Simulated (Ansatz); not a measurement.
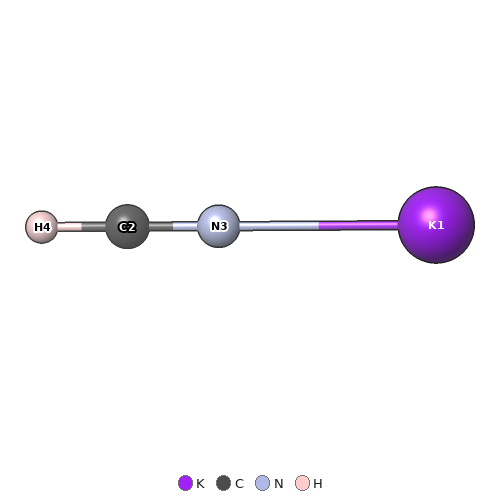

The system is CHKN, charge +1; the picture shows the reference structure. 
- The turn is about an axis along (−0.96, 0.27, 0.04) in the frame of the relaxed pair, normal to the line between the partners.
- Coordinates scanned: (1) distance N3···K1; (2) turn of K1 about N3.
- The grid has 13 × 13 points.
- Energies are in kJ/mol, from the lowest grid point.
- All numbers below come from RKS PBE0-D4/def2-TZVPD (Ansatz 0.2.0).

Its coordinates:

```xyz
4

K    -0.1287   -0.0381   -2.8781
C     0.0440    0.0128    0.9826
N    -0.0069   -0.0012   -0.1591
H     0.0916    0.0265    2.0546
```

Range: distance N3···K1 from 2.286 to 3.686 Å; turn of K1 about N3 from −60 to 60°.

What landscape does the calculation give?

Answer. The lowest grid point is at distance N3···K1 = 2.697 Å, turn of K1 about N3 = 0°. No other kind of well shows on this grid. The highest grid point, distance N3···K1 = 2.286 Å, turn of K1 about N3 = 60°, lies 56.8 kJ/mol above the lowest. Round the minimum the two coordinates are nearly uncoupled.

| turn of K1 about N3 ↓, distance N3···K1 → | 2.286 | 2.330 | 2.400 | 2.487 | 2.587 | 2.697 | 2.817 | 2.945 | 3.080 | 3.222 | 3.371 | 3.526 | 3.686 |
| --- | --- | --- | --- | --- | --- | --- | --- | --- | --- | --- | --- | --- | --- |
| 60 | 56.8 | 48.5 | 38.3 | 29.8 | 24.2 | 21.6 | 21.5 | 23.1 | 25.6 | 27.8 | 30.3 | 34.1 | 38.2 |
| 50 | 49.3 | 41.0 | 31.0 | 22.7 | 17.4 | 15.1 | 15.3 | 17.2 | 19.9 | 22.6 | 25.7 | 29.9 | 34.3 |
| 40 | 43.8 | 35.5 | 25.5 | 17.2 | 12.0 | 9.8 | 10.2 | 12.3 | 15.3 | 18.4 | 21.9 | 26.3 | 31.0 |
| 30 | 39.9 | 31.5 | 21.3 | 12.9 | 7.7 | 5.6 | 6.1 | 8.4 | 11.7 | 15.1 | 18.8 | 23.5 | 28.3 |
| 20 | 37.2 | 28.6 | 18.3 | 9.9 | 4.6 | 2.5 | 3.1 | 5.6 | 9.1 | 12.6 | 16.6 | 21.4 | 26.4 |
| 10 | 35.6 | 26.9 | 16.5 | 8.0 | 2.7 | 0.6 | 1.3 | 3.9 | 7.4 | 11.1 | 15.2 | 20.1 | 25.2 |
| 0 | 35.0 | 26.3 | 15.8 | 7.3 | 2.0 | 0.0 | 0.7 | 3.3 | 6.9 | 10.6 | 14.7 | 19.7 | 24.7 |
| −10 | 35.6 | 26.9 | 16.4 | 8.0 | 2.7 | 0.6 | 1.3 | 3.9 | 7.4 | 11.1 | 15.2 | 20.1 | 25.1 |
| −20 | 37.2 | 28.6 | 18.2 | 9.8 | 4.6 | 2.5 | 3.1 | 5.6 | 9.0 | 12.6 | 16.5 | 21.4 | 26.3 |
| −30 | 39.9 | 31.4 | 21.2 | 12.9 | 7.7 | 5.6 | 6.1 | 8.4 | 11.7 | 15.0 | 18.8 | 23.5 | 28.3 |
| −40 | 43.8 | 35.5 | 25.4 | 17.1 | 11.9 | 9.7 | 10.1 | 12.2 | 15.3 | 18.3 | 21.8 | 26.3 | 30.9 |
| −50 | 49.2 | 41.0 | 30.9 | 22.7 | 17.3 | 15.0 | 15.2 | 17.1 | 19.9 | 22.5 | 25.7 | 29.8 | 34.2 |
| −60 | 56.7 | 48.4 | 38.2 | 29.7 | 24.1 | 21.5 | 21.4 | 23.0 | 25.5 | 27.7 | 30.2 | 34.1 | 38.2 |

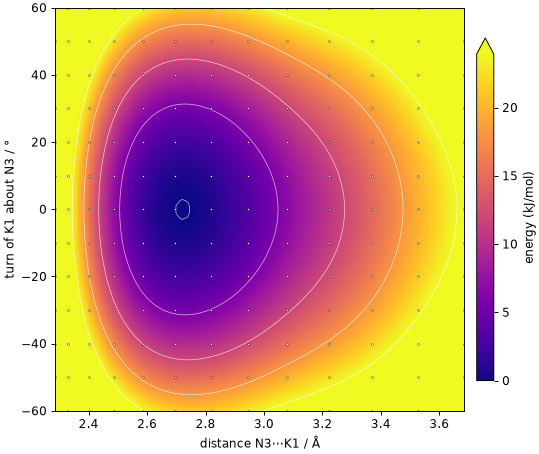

The picture shows a smooth colour map with a few white contour lines, dots at the grid points, one colour for all values above the top of the scale. Between grid points the surface is interpolated.

Time for the 169 points that were run: 8 min on 1 thread of Arm Neoverse V2 (shared host).
